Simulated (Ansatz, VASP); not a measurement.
# Ni (Nickel): VASP beside Ansatz

Wanted: the spread between two codes on one cell, functional and k mesh. The cell comes out of the VASP series on this material, whose earlier steps may have relaxed, scaled or displaced it; both programs get it as it stands.

Program: Ansatz 0.2.0. Level of theory: plane waves, with VASP 6.6.1 beside it; relaxation of cell and atoms at r2SCAN. Results are calculated unless marked as measured.

## (1) The starting structure

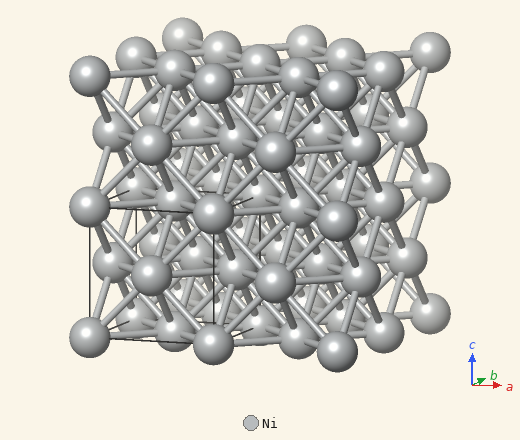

Start, viewed slightly off an axis; nickel light grey. 2×2×2 cells are drawn. This picture shows the conventional cell, with its axes. Some periodic images of atoms are drawn too.

## (2) Ansatz: relaxation of cell and atoms, r2SCAN

Ansatz runs on its default PAW (the set named soft_2) files.

The relaxed volume is the usual yardstick between codes: its relative difference is about their pressure difference at one cell divided by the bulk modulus.

input.yaml

```yaml
crystal:
  lattice:
    - [0.0, 1.7363269909, 1.7363269909]
    - [1.7363269909, 0.0, 1.7363269909]
    - [1.7363269909, 1.7363269909, 0.0]
  atoms:
    - { symbol: Ni, position: [0.0, 0.0, 0.0], spin: 0.78 }
hamiltonian:
  xc: r2scan
  pseudopotentials: { kind: paw }
magnetization:
  spin_polarized: true
kpoints:
  mp_grid: { grid: [11, 11, 11] }
scf:
  occupations: { method: methfessel_paxton, width: 0.2 }
relax:
  f_tol: 0.01
  max_steps: 60
  cell: { stress_tol: 0.05 }
output:
  forces: true
  stress: true
```

The run is started by

```sh
$ ansatz run input.yaml --threads 4 --pin off --max-ram 9216MiB --backend cpu --events-out ev --progress --plain --runs-dir out
```

Numbers of over 12 decimals in the logs are rounded to 6 here.

Log:

```text
Engine: ansatz 0.2.0, aarch64-unknown-linux-gnu
Pseudopotentials: kind: paw
Pseudopotential: Ni, paw, valence charge 18, recommended cutoff 500 eV (meta_gga), Ni.paw.azcp
Functional definition: r2SCAN
  parameter k0 = 0.174
  parameter k1 = 0.065
  parameter a1 = 4.9479
  exchange = r2scan_x(k0 = k0, k1 = k1, a1 = a1)
  correlation = r2scan_c
Crystal: 1 atoms, lattice volume = 10.469 Å³
Basis set: ecut = 500 eV, 283 PW (Γ), exchange–correlation on 72×72×72 points (64 copies of the dense FFT grid, shifted against one another)
Bands: 14, of which v1, the nominal top of the filled ones, is band 9 counted from 1 (8 counted from 0)
Symmetry: 48 space group operations
Space group: Fm-3m (ITA 225), of the structure as read, at distance tolerance 2.2e-5 Å
Magnetic group: BNS 225.116 (UNI 1618), of the structure as read, at distance tolerance 2.2e-5 Å
k-points: 56 of 1331
Non-local potential: Ni, projectors of the file, l = 0: 3, l = 1: 2, l = 2: 3, l = 3: 1
PAW form: soft (Blöchl's): semilocal exchange-correlation on the pseudo side does not see the compensation charge
PAW frozen core: Ni, regenerated for the run's functional (the file was generated under x = pbe(κ = 0.804, μ = 0.219515), c = pbe(β = 0.066725))
PAW one-centre angular grid: Ni, 590 points (default); XC on 160 Gauss nodes
Initial density: superposition of atomic densities (chi_scale 0.1, normalization cell)
Starting moments: Σ|m| = 0.78 μB on 1 of 1 site
Initial wavefunctions: pseudopotential atomic-orbital guess
Functional: x = r2scan, c = r2scan; τ floored in thin density (d = 2e-4 eV/Å³)
iter 1 solved again at ethr=2.65e-3 eV; its pass at ethr=3.10e-3 eV (dr2=4.77e-1 eV) is discarded
SCF iter   1: F=—  HF=-5844.403003 eV  |F-HF|=—  |Δ(HF+E_count)|=         —  Δρ=7.16e-2 (↑1.35e-2 ↓7.16e-2)  dr2=2.94e-1  dr2_τ=5.35e-3  dr2_m=1.46e-1  M=0.840 μB ∫|m|=0.913 μB  β_m=1.00  ethr=2.65e-3  ⟨swp⟩=3.1  Hψ=11979  notcnv=0
Mixer restart at iter 1: flushing history
preconditioner: auto → none  [metal: Δε(μ)=0.021 eV  Ē_g=17.368 eV  σ=0.200 eV  W_gap=0.06  n_scr=0 (ndim 8)  ℏωp=36.3 eV  f_vac=0.000  D(μ)=1.72/eV (n_scr^D=26)]
SCF iter   2: F=—  HF=-5844.039724 eV  |F-HF|=—  |Δ(HF+E_count)|=         —  Δρ=9.17e-2 (↑3.31e-2 ↓9.17e-2)  dr2=2.48e-1  dr2_τ=2.46e-3  dr2_m=3.37e-1  M=1.105 μB ∫|m|=1.277 μB  β_m=1.00  ethr=1.64e-3  ⟨swp⟩=3.7  Hψ=3609  notcnv=0  defer=4
Mixer restart at iter 2: flushing history
SCF iter   3: F=—  HF=-5846.302912 eV  |F-HF|=—  |Δ(HF+E_count)|=    2.26e0  Δρ=2.16e-1 (↑9.65e-2 ↓2.16e-1)  dr2=5.57e0  dr2_τ=5.63e-3  dr2_m=3.83e-1  M=0.716 μB ∫|m|=0.901 μB  β_m=0.85  ethr=2.78e-4  ⟨swp⟩=3.0  Hψ=4314  notcnv=0  defer=35
SCF iter   4: F=—  HF=-5845.198598 eV  |F-HF|=—  |Δ(HF+E_count)|=    1.10e0  Δρ=5.61e-2 (↑2.07e-2 ↓5.61e-2)  dr2=2.53e-1  dr2_τ=1.40e-2  dr2_m=3.85e-2  M=0.904 μB ∫|m|=1.087 μB  β_m=1.00  ethr=2.78e-4  ⟨swp⟩=3.8  Hψ=5010  notcnv=0  defer=43  κ⁻¹=1.0e0(r=1)
SCF iter   5: F=—  HF=-5845.191152 eV  |F-HF|=—  |Δ(HF+E_count)|=   7.45e-3  Δρ=1.75e-2 (↑1.01e-2 ↓1.75e-2)  dr2=5.31e-2  dr2_τ=6.22e-5  dr2_m=1.67e-3  M=0.843 μB ∫|m|=1.029 μB  β_m=1.00  ethr=2.78e-4  ⟨swp⟩=2.2  Hψ=3945  notcnv=0  defer=47  κ⁻¹=8.0e-4(r=2)
SCF iter   6: F=—  HF=-5845.246744 eV  |F-HF|=—  |Δ(HF+E_count)|=   5.56e-2  Δρ=1.22e-2 (↑3.61e-3 ↓1.22e-2)  dr2=1.40e-2  dr2_τ=2.74e-5  dr2_m=3.01e-3  M=0.821 μB ∫|m|=1.005 μB  β_m=1.00  ethr=2.78e-4  ⟨swp⟩=1.0  Hψ=1848  notcnv=0  defer=47  κ⁻¹=1.7e-4(r=3)
SCF iter   7: F=—  HF=-5845.262032 eV  |F-HF|=—  |Δ(HF+E_count)|=   1.53e-2  Δρ=9.61e-3 (↑2.83e-3 ↓9.61e-3)  dr2=8.66e-3  dr2_τ=1.68e-5  dr2_m=1.81e-3  M=0.808 μB ∫|m|=0.989 μB  β_m=1.00  ethr=7.76e-5  ⟨swp⟩=1.0  Hψ=1568  notcnv=0  defer=47  κ⁻¹=1.2e-5(r=4)
SCF iter   8: F=—  HF=-5845.291289 eV  |F-HF|=—  |Δ(HF+E_count)|=   2.93e-2  Δρ=3.45e-3 (↑3.45e-3 ↓3.13e-3)  dr2=3.10e-5  dr2_τ=3.44e-6  dr2_m=9.92e-4  M=0.749 μB ∫|m|=0.921 μB  β_m=1.00  ethr=4.81e-5  ⟨swp⟩=2.1  Hψ=2503  notcnv=0  defer=47  κ⁻¹=2.7e-7(r=5)
SCF iter   9: F=—  HF=-5845.291767 eV  |F-HF|=—  |Δ(HF+E_count)|=   4.78e-4  Δρ=1.40e-3 (↑1.40e-3 ↓1.19e-3)  dr2=2.01e-5  dr2_τ=4.36e-7  dr2_m=1.36e-4  M=0.733 μB ∫|m|=0.903 μB  β_m=1.00  ethr=1.72e-7  ⟨swp⟩=2.4  Hψ=3019  notcnv=0  defer=47  κ⁻¹=1.3e-7(r=6)
SCF iter  10: F=—  HF=-5845.277969 eV  |F-HF|=—  |Δ(HF+E_count)|=         —  Δρ=3.78e-3 (↑2.38e-3 ↓3.78e-3)  dr2=1.41e-4  dr2_τ=5.49e-6  dr2_m=9.04e-4  M=0.731 μB ∫|m|=0.896 μB  β_m=1.20  ethr=1.12e-7  ⟨swp⟩=2.5  Hψ=2786  notcnv=0  defer=47
Mixer restart at iter 10: flushing history
iteration 10: the input's own smearing fills from here on; a Gaussian of 0.2 eV has filled iterations ahead of it
SCF iter  11: F=—  HF=-5845.279303 eV  |F-HF|=—  |Δ(HF+E_count)|=   1.33e-3  S|Δr|=    0.00e0  Δρ=8.80e-4 (↑5.79e-4 ↓8.80e-4)  dr2=4.89e-6  dr2_τ=1.04e-6  dr2_m=4.89e-5  M=0.730 μB ∫|m|=0.895 μB  β_m=1.20  ethr=1.12e-7  ⟨swp⟩=3.0  Hψ=2709  notcnv=0  defer=47  κ⁻¹=1.0e0(r=1)
SCF iter  12: F=—  HF=-5845.279287 eV  |F-HF|=—  |Δ(HF+E_count)|=   1.60e-5  S|Δr|=    0.00e0  Δρ=1.44e-4 (↑1.44e-4 ↓1.14e-4)  dr2=3.16e-6  dr2_τ=2.32e-8  dr2_m=2.10e-7  M=0.730 μB ∫|m|=0.895 μB  β_m=1.20  ethr=2.72e-8  ⟨swp⟩=2.0  Hψ=2543  notcnv=0  defer=47  κ⁻¹=1.7e-3(r=2)
SCF iter  13: F=—  HF=-5845.279293 eV  |F-HF|=—  |Δ(HF+E_count)|=   5.85e-6  S|Δr|=    0.00e0  Δρ=1.24e-4 (↑1.24e-4 ↓9.93e-5)  dr2=1.16e-6  dr2_τ=1.97e-8  dr2_m=5.11e-7  M=0.729 μB ∫|m|=0.895 μB  β_m=1.20  ethr=1.76e-8  ⟨swp⟩=1.0  Hψ=1519  notcnv=0  defer=47  κ⁻¹=1.9e-4(r=3)
SCF iter  14: F=—  HF=-5845.279304 eV  |F-HF|=—  |Δ(HF+E_count)|=   1.15e-5  S|Δr|=    0.00e0  Δρ=8.43e-5 (↑8.43e-5 ↓7.30e-5)  dr2=8.62e-8  dr2_τ=3.04e-9  dr2_m=5.31e-7  M=0.728 μB ∫|m|=0.894 μB  β_m=1.20  ethr=5.56e-10  ⟨swp⟩=3.7  Hψ=6699  notcnv=0  κ⁻¹=2.5e-5(r=4)
SCF iter  15: F=—  HF=-5845.279309 eV  |F-HF|=—  |Δ(HF+E_count)|=   4.62e-6  S|Δr|=    0.00e0  Δρ=8.33e-5 (↑5.75e-5 ↓8.33e-5)  dr2=4.57e-8  dr2_τ=9.75e-10  dr2_m=4.73e-7  M=0.728 μB ∫|m|=0.893 μB  β_m=1.20  ethr=4.79e-10  ⟨swp⟩=4.8  Hψ=5554  notcnv=0  κ⁻¹=1.8e-6(r=5)
SCF iter  16: F=—  HF=-5845.279310 eV  |F-HF|=—  |Δ(HF+E_count)|=   1.18e-6  S|Δr|=    0.00e0  Δρ=7.30e-5 (↑5.37e-5 ↓7.30e-5)  dr2=2.58e-8  dr2_τ=7.98e-10  dr2_m=3.83e-7  M=0.727 μB ∫|m|=0.892 μB  β_m=1.20  ethr=2.54e-10  ⟨swp⟩=4.1  Hψ=4977  notcnv=0  κ⁻¹=1.5e-7(r=6)
SCF iter  17: F=—  HF=-5845.279312 eV  |F-HF|=—  |Δ(HF+E_count)|=   1.83e-6  S|Δr|=    0.00e0  Δρ=6.23e-5 (↑4.87e-5 ↓6.23e-5)  dr2=1.30e-8  dr2_τ=6.01e-10  dr2_m=2.94e-7  M=0.727 μB ∫|m|=0.892 μB  β_m=1.20  ethr=1.43e-10  ⟨swp⟩=4.3  Hψ=5124  notcnv=0  κ⁻¹=2.5e-8(r=7)
SCF iter  18: F=—  HF=-5845.279314 eV  |F-HF|=—  |Δ(HF+E_count)|=   2.02e-6  S|Δr|=    0.00e0  Δρ=5.16e-5 (↑4.18e-5 ↓5.16e-5)  dr2=6.74e-9  dr2_τ=4.17e-10  dr2_m=2.07e-7  M=0.726 μB ∫|m|=0.891 μB  β_m=1.20  ethr=7.21e-11  ⟨swp⟩=4.4  Hψ=5189  notcnv=0  κ⁻¹=3.1e-9(r=8)
SCF iter  19: F=—  HF=-5845.279318 eV  |F-HF|=—  |Δ(HF+E_count)|=   4.30e-6  S|Δr|=    0.00e0  Δρ=1.46e-5 (↑9.41e-6 ↓1.46e-5)  dr2=1.63e-9  dr2_τ=2.92e-11  dr2_m=1.36e-8  M=0.723 μB ∫|m|=0.888 μB  β_m=1.20  ethr=3.75e-11  ⟨swp⟩=5.0  Hψ=5861  notcnv=0  κ⁻¹=6.0e-8(r=8)
SCF iter  20: F=-5845.279318 eV  HF=-5845.279318 eV  |F-HF|=5.15e-9  |Δ(HF+E_count)|=   3.03e-7  S|Δr|=    0.00e0  Δρ=4.96e-6 (↑1.10e-6 ↓4.96e-6)  dr2=1.02e-9  dr2_τ=3.68e-12  dr2_m=7.44e-10  M=0.722 μB ∫|m|=0.887 μB  ethr=9.05e-12  ⟨swp⟩=4.5  Hψ=5237  notcnv=0
SCF 1 converged in 20 iterations: F = -5845.279318 eV  dr2 = 1.02e-9
  greatest PAW one-centre occupation: 1.001 electrons in one spin orbital (limit 2), on the Ni atom at site 0 (counted from 0), in its partial waves of l = 1
relax step   1: F+E_penalty+E_count = -5845.27931839 eV  Δ(F+E_penalty+E_count) = +0.000e0 eV  max|allowed force component| = 0.000e0 eV/Å  Δτ_max = 0.0000 Å  P = +0.987 GPa  Ω = 10.469 Å³  (20 SCF iters, dr2 threshold 1.00e-7 eV, accepted)
[...]
relax step   2: F+E_penalty+E_count = -5845.27940058 eV  Δ(F+E_penalty+E_count) = -8.219e-5 eV  max|allowed force component| = 0.000e0 eV/Å  Δτ_max = 0.0000 Å  P = +0.569 GPa  Ω = 10.492 Å³  energy of the carried Pulay correction = -2.547e-5 eV  (8 SCF iters, dr2 threshold 1.00e-7 eV, accepted)
[...]
relax step   3: F+E_penalty+E_count = -5845.27942233 eV  Δ(F+E_penalty+E_count) = -2.174e-5 eV  max|allowed force component| = 0.000e0 eV/Å  Δτ_max = 0.0000 Å  P = +0.016 GPa  Ω = 10.522 Å³  energy of the carried Pulay correction = -6.029e-5 eV  (8 SCF iters, dr2 threshold 1.00e-7 eV, accepted)
[...]
relax step   4: F+E_penalty+E_count = -5845.27949178 eV  Δ(F+E_penalty+E_count) = -6.945e-5 eV  max|allowed force component| = 0.000e0 eV/Å  Δτ_max = 0.0000 Å  P = +0.029 GPa  Ω = 10.522 Å³  stress off target by 2.88e-2 GPa  SCF on the basis re-selected at this cell (its energy is not comparable with the rows above)  (11 SCF iters)
basis re-selected at this cell: Δ(F+E_penalty+E_count) = -6.945e-5 eV, ΔP = +0.012 GPa vs the last step (what re-selecting the basis moved, of the pressure what is left beyond the Pulay correction that the steps carried, after the strain that the cell walked since its last selection, with what the two solves' SCF thresholds leave and, on support functions, any second-order correction that the steps lacked; it is no measure of the basis error at this ecutwfc). This SCF's stress stands 2.88e-2 GPa from its target on what of the cell is left free (relax.cell.stress_tol is 5.00e-2 GPa) and its largest allowed force component is 0.00e0 eV/Å (relax.f_tol is 1.00e-2 eV/Å): [rest of the remark cut]
SCF converged after 11 iterations
Stability not checked: this state was not tested for a lower state beside it, because cold or Methfessel-Paxton smearing, or corrected tetrahedra, fill the levels in a way that the test cannot read (fill_not_monotonic; see scf.lower_state_search)
Magnetization: 0.7375 μB (9.3687 up, 8.6313 down)
Absolute magnetization: 0.9040 μB (∫|ρ↑−ρ↓|, with the PAW one-centre terms)
Spin contamination: 0.0200 ħ² per cell (⟨S²⟩ above its minimum at these occupations)
Per-site moments (μB) at R_I (Å): [(0.803716, 1.014598)]
Free energy (F): -5845.279492 eV
Harris-Foulkes:  -5845.279492 eV  (|F-HF|=9.09e-13)
Internal energy: -5845.276491 eV  (E = F + TS)
E sigma→0 (E₀):  -5845.278742 eV
Entropy (-TS):   -0.003001 eV (-3.001 meV/atom)
Fermi energy:    18.890868 eV
--- Per-component energies (eV) ---
  E_band       = -298.160197
  E_kinetic    = 282.203022
  E_local      = -3387.238041  (includes V_loc(G=0)·N_el)
  E_nonlocal   = 639.987749
  E_hartree    = 1417.579657
  E_xc         = -78.967270
  E_vxc        = -117.251936  (∫ρ·V_xc dr)
  E_paw        = -1643.804313  (= ΣΔE_a)
  E_vpaw       = -559.719923  (= ΣTr[D̂ρ^β])
  E_aug_tail   = 0.000239  (compensation charges beyond the density's cutoff)
  E_vtau       = 8.699413  (kinetic-family band-sum trace: ∫τ·v_τ [+ j·A + Jᵃ·Aᵃ] dr)
  E_ewald      = -3074.737466
  E_core_change = -0.300069  (= ΣΔE_core)
  E_smearing   = -0.003001  (= −TS)
  E_closure    = -0.000000  (closes the sum)
  Σ components = -5845.279492   (vs F -5845.279492, Δ=0.00e0)
--- Forces (eV/Å), atoms counted from 1 ---
  atom   1  Ni    -0.00000000     0.00000000    -0.00000000
  max |Σ_I F_I| component: 2.05e-32 eV/Å
--- Stress (GPa, compression-positive) ---
        0.028830      -0.000000       0.000000
       -0.000000       0.028830      -0.000000
        0.000000      -0.000000       0.028830
  P = ⅓ Tr σ = 0.0288 GPa (0.288 kbar)
--- Relaxed structure (3 steps of the walk, 3 accepted, 1 SCFs on fresh bases) ---
  F+E_penalty+E_count = -5845.27949178 eV   max|allowed force component| = 0.000e0 eV/Å   (the final SCF, on the basis selected at the relaxed cell)
  cell:  # Å, volume = 10.5219 Å³
    - [0, 1.739222, 1.739222]
    - [1.739222, 0, 1.739222]
    - [1.739222, 1.739222, 0]
  atoms:
    - { symbol: Ni, position: [0.0, 0.0, 0.0] }
```

The job ended after 5.1 s (4 threads of Arm Neoverse V1, shared host; peak memory 0.32 GiB).

[end of part 1 of 2]

[Lines on the potential files, build, host, timing and source positions are cut from VASP's logs without a mark.]

[Logs are printed without paths, hosts, clocks, repeated set-up lines and the standing remarks that a program may print on its own settings, such as how far it seeks lower states.]

[Hosts, paths, dates, database ids (printed as entryN), source tags and the programs' standing remarks are cut or masked in the printed files.]
